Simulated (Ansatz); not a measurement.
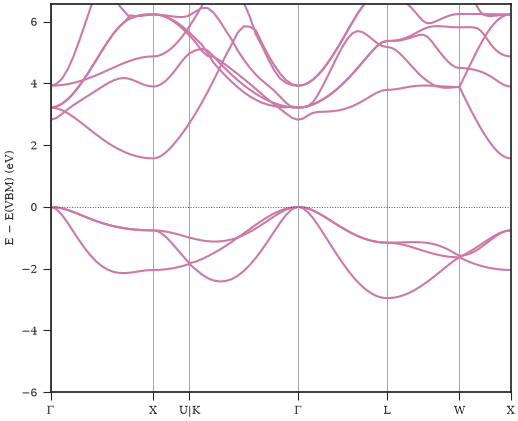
Band structure from PBEsol in the plane-wave PAW code Ansatz

Q: Read off the gap and where the band edges lie.

A: About 1.6 eV (1.57 eV by a search for the band edges); maximum at Γ, minimum at X.

The material is SrTe (rock salt, Fm-3m).

The PBEsol relaxation kept the symmetry of its start. Spin–orbit coupling is left out wherever it is not named.

Potentials: the later of the program's two PAW sets.
